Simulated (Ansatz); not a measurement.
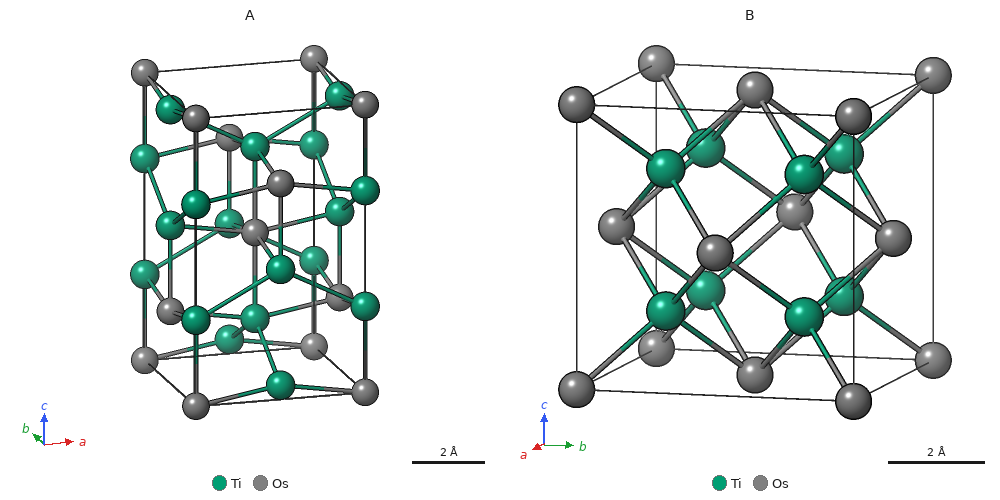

Two structures of Ti2Os, each relaxed to rest (conventional cells in solid outline, small ones repeated, not to one scale). Method: DFT PBE, scalar-relativistic, plane waves, PAW (Ansatz), without spin polarisation.

Which two forms are compared?

A: 12 atoms a cell on a body-centred tetragonal lattice, I4_1/amd. B: antifluorite, Fm-3m.

Which of the two does the method prefer?

B is lower, by 306 meV/atom at this level of theory (energies at zero smearing). Volumes: A 17.4, B 18.4 Å³/atom.

One or both may be structure types tried for this composition rather than known phases.
